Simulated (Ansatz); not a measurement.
# CH4ClOSn radical: how energies converge with the basis set

How large a basis does CH4ClOSn radical need? Two functionals are run in growing sets.

The runs use Ansatz 0.2.0, Gaussian basis; one geometry, several basis sets.

Levels to be run: PBE0-D4/def2-SVP; ωB97M-V/def2-SVP; PBE0-D4/def2-QZVPP; ωB97M-V/def2-QZVPP; the functionals' def2-TZVPP values are taken from earlier runs.

**1. The geometry**

The geometry comes from an earlier relaxation with PBE0-D4 in a triple-zeta def2 set; it is a stationary point, not always the lowest conformer. Sn takes the def2 core potential; no spin-orbit term is included.

SMILES `[CH3][Sn]([OH])[Cl]`, 8 atoms, charge 0, spin multiplicity 2.

Atoms are counted from 1 here; the program's logs count them from 0.

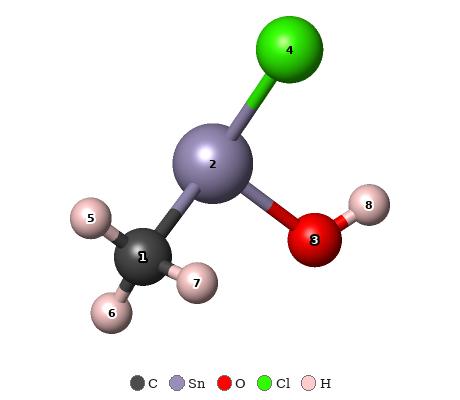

The structure; carbon dark grey, tin purple, oxygen red, chlorine green, hydrogen pink; atoms are numbered from 1 in the order of the file.

**2. PBE0-D4 in def2-SVP**

Contents of in.yaml:

```yaml
crystal:
  periodic: [false, false, false]
  atoms:
    - {symbol: C, position_ang: [-0.109381, 1.345453, -0.183543]}
    - {symbol: Sn, position_ang: [-0.713449, -0.659845, 0.367486]}
    - {symbol: O, position_ang: [0.917058, -1.422106, 1.169680]}
    - {symbol: Cl, position_ang: [-0.992839, -1.893350, -1.632524]}
    - {symbol: H, position_ang: [-0.903612, 1.812065, -0.762369]}
    - {symbol: H, position_ang: [0.100522, 1.912040, 0.721833]}
    - {symbol: H, position_ang: [0.792837, 1.220591, -0.782870]}
    - {symbol: H, position_ang: [1.000964, -2.371748, 1.046508]}
basis:
  gaussian: {orbitals: def2-SVP}
magnetization: {spin_polarized: true, initial_magnetization: 1}
hamiltonian: {xc: pbe0, dispersion: d4}
output: {orbitals: {seedname: orbitals}}
```

Launch:

```sh
$ ansatz run in.yaml --threads 4 --pin off --events-out ev --progress --plain --max-ram 10444MiB
```

Further steps of the session: ωB97M-V in def2-SVP; PBE0-D4 in def2-QZVPP; ωB97M-V in def2-QZVPP.

**Question.** What will the summary of the whole plan be? Wanted: PBE0-D4: double and triple zeta above quadruple; ωB97M-V: double and triple zeta above quadruple.

The runs gave:

```
                                       quantity          value
PBE0-D4: double and triple zeta above quadruple  9.25, 0.63 eV
ωB97M-V: double and triple zeta above quadruple  9.36, 0.61 eV
```

PBE0-D4 gains 8.63 eV from double to triple zeta, then 0.63 eV more. These are total energies; as a rule much of such shifts cancels in differences, which this series doesn't test.
